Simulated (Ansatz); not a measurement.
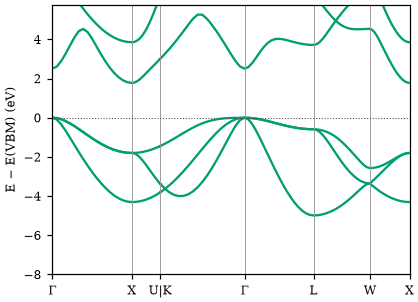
Fig. 1. Band structure from PBEsol in the plane-wave PAW code Ansatz

Problem. Read off the gap and where the band edges lie.

Solution. About 1.8 eV (1.78 eV by a search for the band edges); maximum at Γ, minimum at X.

Problem. Pick the material that matches.
A. BN, rock salt
B. TeO2, fluorite
C. MgSe, rock salt
D. CuCl, zinc blende

Solution. C, MgSe, rock salt

Space group Fm-3m (rock salt). Symmetry was held in the PBEsol relaxation. Spin–orbit coupling is left out wherever it is not named.

Potentials: the later of the program's two PAW sets.
